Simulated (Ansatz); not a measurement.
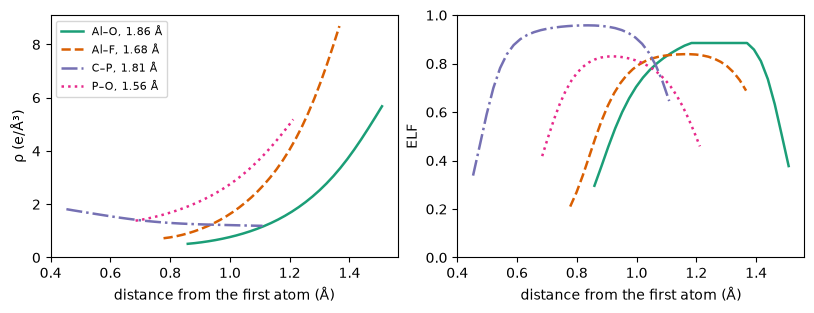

The picture shows: C3H9AlF3OP (Al(OPMe3)F3). Total electron density and ELF along straight lines between neighbouring atoms. The curves leave out the atomic cores.

Geometry: PBE-D4/def2-SVP; not at a stationary point (largest force 1.5 eV/Å).

Theory: Ansatz 0.2.0, RKS PBE0-D4/def2-TZVP.

```xyz
18

Al    0.7873   -1.1484   -2.2260
O     0.7839   -1.1124   -0.3694
P     0.0195   -0.0198    0.4472
C     0.6678    1.6370    0.1097
C     0.2492   -0.3943    2.2043
C    -1.7524   -0.0243    0.0728
H     0.1404    2.4084    0.7039
H     0.5129    1.8006   -0.9759
H     1.7514    1.6553    0.3368
H     1.3326   -0.3873    2.4330
H    -0.2716    0.3488    2.8393
H    -0.1504   -1.4064    2.4094
H    -1.8290    0.2034   -1.0096
H    -2.1614   -1.0345    0.2685
H    -2.2958    0.7307    0.6736
F     2.3855   -0.9923   -2.7255
F    -0.1411    0.2783   -2.4979
F    -0.0289   -2.5429   -2.6942
```

Compare the contacts.

Al–O (1.86 Å): ρ at the midpoint is about 0.61 e/Å³; the ELF peaks at about 0.90 in the valence shell of O, 0.7 Å from its nucleus, and is about 0.55 at the midpoint.
Al–F (1.68 Å): the density is about 0.85 e/Å³ at the midpoint; the ELF peaks at about 0.85 in the valence shell of F, 0.5 Å from its nucleus, and is about 0.40 at the midpoint.
C–P (1.81 Å): ρ is about 1.2 e/Å³ halfway; the ELF peaks at about 0.95 between the atoms, as expected for a shared electron pair.
P–O (1.56 Å): ρ is about 1.6 e/Å³ halfway; the ELF peaks at about 0.85 between the atoms, as expected for a short, strongly polar bond.
